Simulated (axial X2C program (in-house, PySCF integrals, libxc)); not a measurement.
# InP⁺: properties at the nuclei

Wanted for InP⁺: properties at the nuclei, at the two-component level.

Method: two-component X2C with atomic mean-field terms, In dyall-cv3z, P dyall-v3z; program: an in-house X2C program for linear molecules on PySCF integrals.

All values are calculated.

## (1) The job

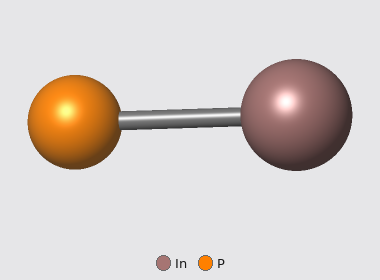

The two atoms at 2.380 Å (indium brown, phosphorus orange).

task.json

```json
{"zs": [49, 15], "q": 1, "bas": ["dyall-cv3z", "dyall-v3z"], "r0": 2.38, "levels": ["PBE0", "HF", "BHandHLYP", "LDA", "PBE50"], "nst": 3}
```

Keys: zs atomic numbers; q charge; bas basis sets; r0 starting distance in Å; levels methods (HF also brings MP2); nst determinants followed.

Started as:

```
> python soeom.py task.json out
```

Nuclei are Gaussian, cores are contracted, and the Gaunt term is on.

## (2) Expectation values, lowest determinant

R = 2.908 Å. State: Ω = 3/2 (excess of +ω over −ω: ω = 3/2).

Output of the PBE0 run:

```text
two-component X2C + atomic mean field  PBE0
basis functions 175  fitting functions 942  grid points 5084
iter        total energy     max residual
   1      -6219.923390650     1.27e-05
   2      -6219.923390662     1.52e-05
   3      -6219.923390666     5.06e-06
   4      -6219.923390669     1.94e-06
   5      -6219.923390669     7.51e-07
converged
one-electron -8812.13775557  Coulomb 2645.62700915  exact exchange -45.25952603  xc functional -138.57947347  nuclear repulsion 133.75008598  atomic mean-field constant -3.32373072
```

The highest occupied spinor is 58% P p, 20% In s, 18% In p.

```csv
level,Eeff magnitude (GV/cm),Ws magnitude In (kHz),A∥/gI In (MHz),qzz In (a.u.),A∥/gI P (MHz),qzz P (a.u.)
PBE0,7.64,2.99,282,-1.51,-79.3,0.28
HF,11.9,4.67,57.6,-1.43,-68.9,0.27
BHandHLYP,8.41,3.3,259,-1.48,-43.7,0.30
LDA,6.24,2.44,356,-1.57,-39.3,0.26
PBE50,8.93,3.49,239,-1.51,-77,0.30
```

Eeff is the effective electric field on the electron dipole moment in this Ω state and Ws the scalar–pseudoscalar constant (defined with the proton number Z and per Ω); A∥ is the parallel hyperfine constant, which follows by multiplying with the nuclear g factor gI = μI/(I μN); qzz is the electric field gradient, eQq0 = 234.96 MHz × Q/barn × qzz. The operators were transformed with the bare-nucleus X2C matrices.

## (3) Expectation values, a higher determinant

R = 2.908 Å. State: Ω = 1/2 (excess of +ω over −ω: 2 × ω = -1/2, ω = 3/2), 0.53 eV above the lowest in the PBE0 search for states (made at or near this distance, with looser thresholds).

Output of the PBE0 run:

```text
two-component X2C + atomic mean field  PBE0
basis functions 175  fitting functions 942  grid points 5084
iter        total energy     max residual
   1      -6219.904026957     1.60e-05
   2      -6219.904026964     1.90e-05
   3      -6219.904026968     2.51e-06
   4      -6219.904026969     5.37e-07
converged
one-electron -8812.00573147  Coulomb 2645.49328871  exact exchange -45.25294945  xc functional -138.56499002  nuclear repulsion 133.75008598  atomic mean-field constant -3.32373072
```

The highest occupied spinor is 60% P p, 22% In p, 14% In s.

```csv
level,Eeff magnitude (GV/cm),Ws magnitude In (kHz),A∥/gI In (MHz),qzz In (a.u.),A∥/gI P (MHz),qzz P (a.u.)
PBE0,9.4,10.9,-1420,-1.90,-572,0.33
HF,15.1,17.7,-624,-2.04,-450,0.37
BHandHLYP,9.87,11.5,-1100,-1.79,-529,0.38
LDA,7.88,9.12,-1880,-1.99,-582,0.34
PBE50,11,12.9,-1240,-1.93,-537,0.36
```

## (4) Expectation values, a higher determinant

R = 2.908 Å. State: Ω = 1/2 (excess of +ω over −ω: ω = 1/2), 1.30 eV above the lowest in the PBE0 search for states (made at or near this distance, with looser thresholds).

Output of the PBE0 run:

```text
two-component X2C + atomic mean field  PBE0
basis functions 175  fitting functions 942  grid points 5084
iter        total energy     max residual
   1      -6219.875693389     2.34e-05
   2      -6219.875693455     1.87e-05
   3      -6219.875693482     1.63e-05
   4      -6219.875693559     5.46e-06
   5      -6219.875693568     1.40e-06
   6      -6219.875693569     2.39e-07
converged
one-electron -8811.97458584  Coulomb 2645.44619481  exact exchange -45.23965792  xc functional -138.53399988  nuclear repulsion 133.75008598  atomic mean-field constant -3.32373072
```

The highest occupied spinor is 92% P p, 5% In p, 2% In d.

```
    level  Eeff magnitude (GV/cm)  Ws magnitude In (kHz)  A∥/gI In (MHz)  qzz In (a.u.)  A∥/gI P (MHz)  qzz P (a.u.)
     PBE0                    8.69                   10.1            1220          -1.50            175          0.13
       HF                    14.4                   16.9             434          -1.60           81.7          0.07
BHandHLYP                    9.32                   10.9             988          -1.46            177          0.12
      LDA                    7.18                   8.34            1590          -1.50            218          0.08
    PBE50                    10.2                   11.9            1050          -1.56            153          0.16
```

## (5) Outcome

```
                                        quantity                                                  value
                              lowest determinant                Ω = 3/2 (excess of +ω over −ω: ω = 3/2)
                    Eeff magnitude (GV/cm), PBE0                                                   7.64
                     Ws magnitude In (kHz), PBE0                                                   2.99
                            A∥/gI In (MHz), PBE0                                                    282
                             qzz In (a.u.), PBE0                                                  -1.51
                              higher determinant  Ω = 1/2 (excess of +ω over −ω: 2 × ω = -1/2, ω = 3/2)
Eeff magnitude (GV/cm), PBE0, higher determinant                                                    9.4
 Ws magnitude In (kHz), PBE0, higher determinant                                                   10.9
        A∥/gI In (MHz), PBE0, higher determinant                                                  -1420
         qzz In (a.u.), PBE0, higher determinant                                                  -1.90
                              higher determinant                Ω = 1/2 (excess of +ω over −ω: ω = 1/2)
Eeff magnitude (GV/cm), PBE0, higher determinant                                                   8.69
 Ws magnitude In (kHz), PBE0, higher determinant                                                   10.1
        A∥/gI In (MHz), PBE0, higher determinant                                                   1220
         qzz In (a.u.), PBE0, higher determinant                                                  -1.50
```

In words: In the first state, the effective field runs from 6.24 to 11.9 GV/cm over the mean-field levels. The expectation values come from single determinants, which for open shells can mix terms of unlike spin or miss the lowest Ω, so a determinant need not be a state. Eeff is the effective electric field on the electron dipole moment in this Ω state and Ws the scalar–pseudoscalar constant (defined with the proton number Z and per Ω); A∥ is the parallel hyperfine constant, which follows by multiplying with the nuclear g factor gI = μI/(I μN); qzz is the electric field gradient, eQq0 = 234.96 MHz × Q/barn × qzz. The operators were transformed with the bare-nucleus X2C matrices.
